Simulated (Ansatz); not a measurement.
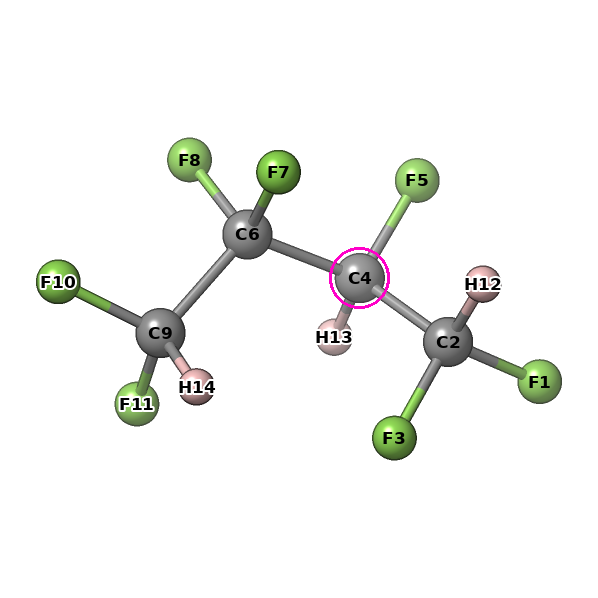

Distant atoms are faded towards the background colour. Circles mark the stereogenic atoms. The geometry was computed by an optimisation with PBE0-D4/def2-TZVP.

Question: What are the Cahn–Ingold–Prelog descriptors?

Answer: C4: S (priorities F5 > C6 > C2 > H13).

Question: Write the isomeric SMILES.

Answer: FC(F)[C@H](F)C(F)(F)C(F)F
